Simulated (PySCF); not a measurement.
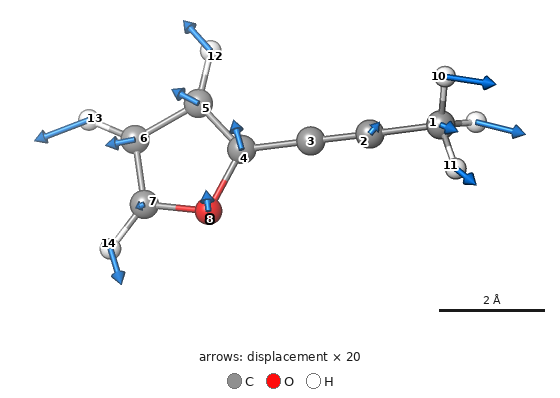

A relaxation of C$_{7}$H$_{6}$O. The starting structure is drawn; blue arrows show the displacements, magnified 20 times. The two geometries are superimposed by the best rigid fit.

Style: ball-and-stick. Shown at a tilt.

The start comes from GFN2-xTB.

Method: PySCF 2.14.0, density-fitted response routines, PBE0-D3(BJ)/def2-SVP geometry optimisation, gas phase. 

Which element moves most?

Answer. Hydrogen: up to 0.058 Å, against 0.033 Å for carbon.

What happened in the run?

Answer. The atom that moves furthest after the best rigid fit is an H atom (0.058 Å). Largest moves by element: H 0.058 Å, C 0.033 Å, O 0.023 Å. Among the contacts that change: C–H 1.071 → 1.087 Å, C–C 1.204 → 1.215 Å, C–H 1.090 → 1.101 Å, C–C 1.413 → 1.424 Å. Among the angles between lasting bonds that change: C–C–C 130.2° → 132.3°. The energy falls by 1.13 kcal/mol in 5 geometry steps. The largest force component goes from 0.91 to 0.021 eV/Å.
